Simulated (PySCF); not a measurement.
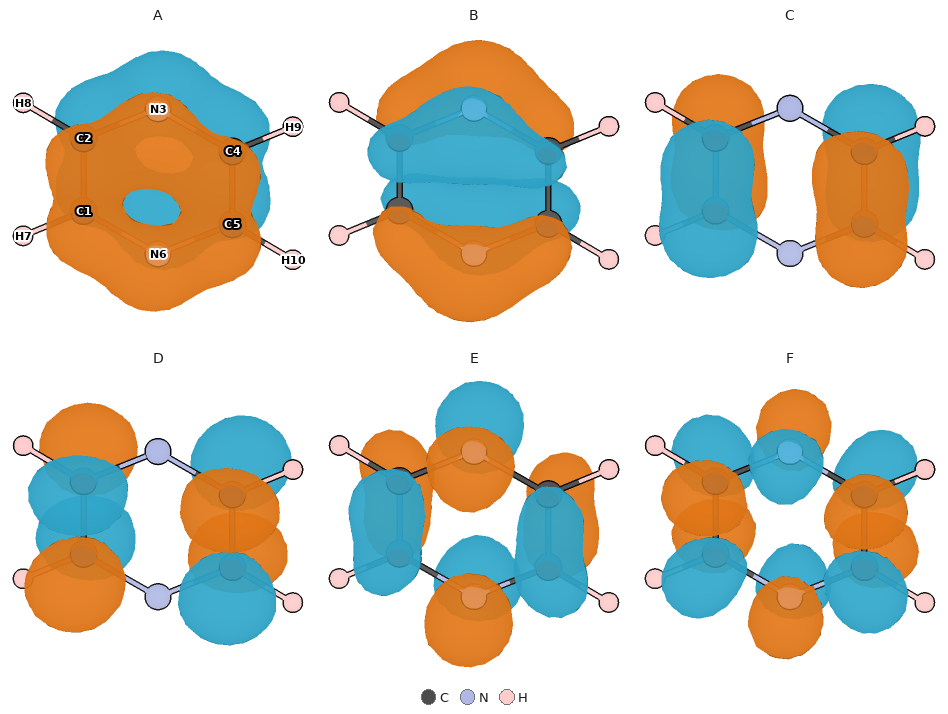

C4H4N2, SMILES `c1cnccn1`. Natural orbitals of the π active space, CASSCF(6,6), triplet state at the geometry of the singlet, in order of falling occupation.

Level of theory: 6-311G** basis (PySCF), at a geometry from GFN2-xTB. No frequency check shows the geometry to be a minimum.

Q: What are the natural occupation numbers?

A: A 1.90, B 1.67, C 1.25, D 0.74, E 0.34, F 0.09.

Q: Where does the lowest triplet lie relative to the singlet, at this geometry and within this active space?

A: 4.67 eV above it by strongly contracted NEVPT2 (+4.09 eV by CASSCF); a small basis tends to put such gaps a few tenths of an eV too high. This is a vertical energy for π states alone; a state that uses lone pairs or σ orbitals may lie lower.
